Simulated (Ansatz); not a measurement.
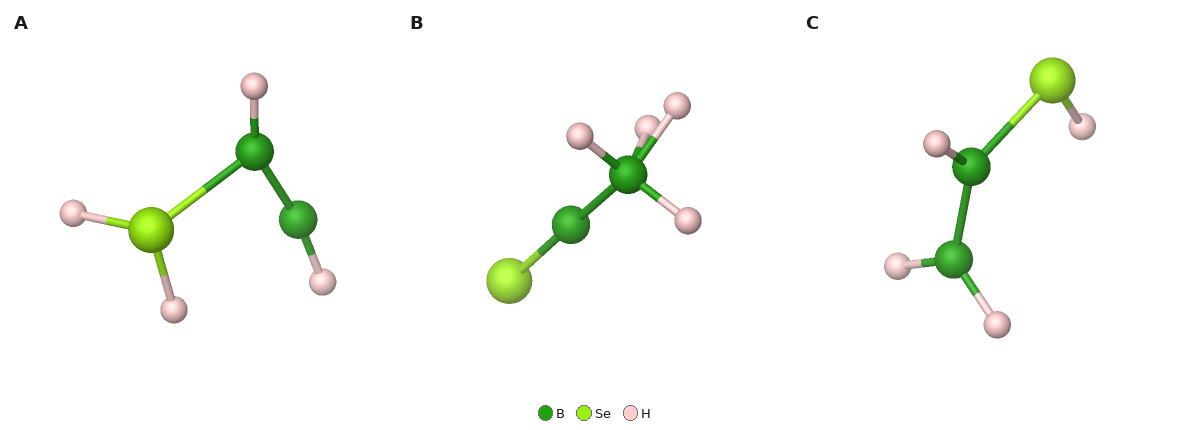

3 stationary structures of one formula. Geometries: PBE-D4/def2-SVP. Electronic energies: PBE-D4/def2-SVP (Ansatz 0.2.0), without zero-point energy. No frequency run is at hand to confirm each as a minimum. Each is one conformer, not always the lowest.

Question: Rank them by energy, lowest first.

Answer: C is lowest (Cs); B lies 0.192 eV above it (Cs), A lies 2.622 eV above it (C1).
